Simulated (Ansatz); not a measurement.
## Redistribution: CH2F2 + C2H2FI → CH2FI + C2H2F2

Species: CH2F2 (difluoromethane) `FCF`, singlet; C2H2FI `C=C(F)I`, singlet; CH2FI (fluoroiodomethane) `FCI`, singlet; C2H2F2 (vinylidene fluoride) `C=C(F)F`, singlet. The partners trade F for I; both sit on C, so the bond types are kept.

Shapes, held fixed at every level: PBE0-D4/def2-TZVP. Programs: Ansatz 0.2.0. The zero-point and thermal change to 298 K, harmonic and unscaled (PBE0-D4/def2-TZVP), is -0.9 kJ/mol.

| level | kind | ΔH(298 K) (kJ/mol) | less CCSD(T)/def2-TZVPP | CPU time (sum over the molecules) |
| --- | --- | --- | --- | --- |
| HF/def2-TZVPP | Hartree–Fock | -2.4 | -6.9 | – |
| SPW92/def2-TZVPP | LDA | -7.8 | -12.3 | 5.5 s |
| PBE0-D4/def2-TZVPP | global hybrid | -3.3 | -7.8 | 12 s |
| r2SCAN0-D4/def2-TZVPP | global hybrid | -4.3 | -8.8 | 18 s |
| wB97M-V/def2-TZVPP | range-separated hybrid | -1.7 | -6.2 | 38 s |
| B2PLYP/def2-TZVPP | double hybrid | +1.2 | -3.3 | 22 s |
| MP2/def2-TZVPP | perturbation theory | +7.7 | +3.2 | – |
| CCSD(T)/def2-TZVPP | coupled cluster or CI | +4.5 | 0.0 | 2.8 min |

The highest level, CCSD(T)/def2-TZVPP, gives ΔH(298 K) = +4.5 kJ/mol; the levels span -7.8 to +7.7. They disagree on the sign: 3 of 8 are positive. The column of differences is taken from that level and isn't an error. No measured value is set beside it here. For atoms past krypton def2 sets carry core potentials with scalar relativity. Correlated rows may include outer-core shells of I, which these sets cover unevenly. Times are processor times on shared x86 and Arm servers, and rough.

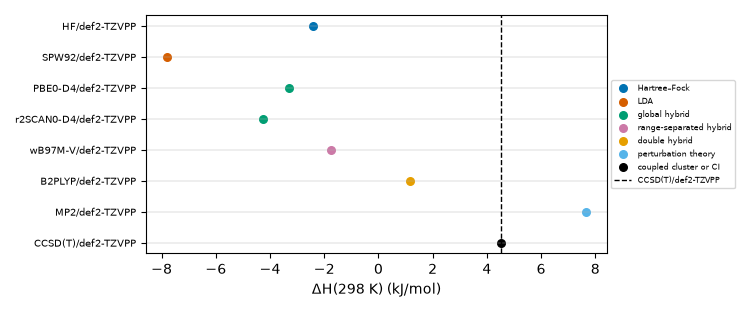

The values of the table, level by level.
